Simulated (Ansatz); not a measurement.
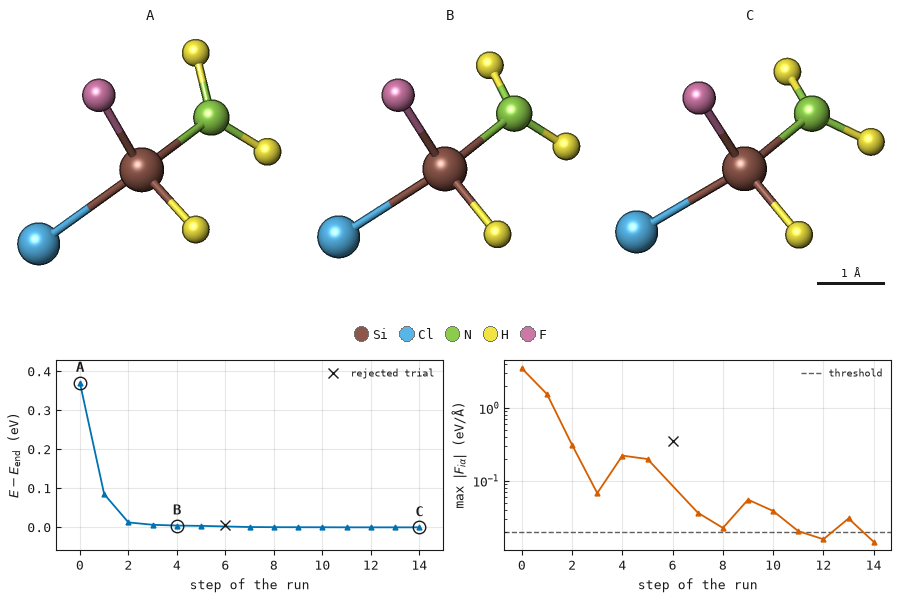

Frames of a relaxation of SiNH$_{3}$ClF, marked on the history of the run. Style: ball-and-stick. Shown from a free direction.

The run prepares the start of a later molecular dynamics calculation, from a guessed geometry.

Computed with RKS PBE-D4/def2-SVP in Ansatz 0.2.0. Set-up: no spin polarisation; force threshold 0.02 eV/Å; at most 40 steps.

**Describe the path.**

After 13 accepted moves (14 points after the start) the energy has fallen by 0.371 eV. The largest force component goes from 3.5 to 0.015 eV/Å. The line search rejected the trial step at point 6 of the run. The forces were under the threshold at step 12, but the run went on from there. The largest move after the best rigid fit is that of an H atom, 0.40 Å. Largest moves by element: H 0.40 Å, Cl 0.18 Å, N 0.13 Å, F 0.07 Å, Si 0.07 Å. Some distances before and after: N–Si 1.820 → 1.711 Å, Cl–Si 2.130 → 2.079 Å, F–Si 1.589 → 1.632 Å, H–N 1.060 → 1.022 Å. Among the angles between lasting bonds that change: H–N–H 120.0° → 112.0°, Cl–Si–F 109.5° → 104.1°, Cl–Si–N 109.5° → 113.9°. From step 0 to 4: an H atom moves most (0.24 Å), energy −0.366 eV. From step 4 to 14: an H atom moves most (0.16 Å), energy −0.005 eV.

| step | E − E(0), eV | largest force component, eV/Å | note |
| --- | --- | --- | --- |
| 0 | 0.0000 | 3.5122 |  |
| 1 | -0.2855 | 1.5571 |  |
| 2 | -0.3580 | 0.3116 |  |
| 3 | -0.3641 | 0.0681 |  |
| 4 | -0.3661 | 0.2231 |  |
| 5 | -0.3669 | 0.1999 |  |
| 6 | -0.3653 | 0.3528 | rejected |
| 7 | -0.3699 | 0.0367 |  |
| 8 | -0.3703 | 0.0226 |  |
| 9 | -0.3704 | 0.0554 |  |
| 10 | -0.3705 | 0.0387 |  |
| 11 | -0.3706 | 0.0205 |  |
| 12 | -0.3707 | 0.0158 |  |
| 13 | -0.3707 | 0.0305 |  |
| 14 | -0.3707 | 0.0146 |  |
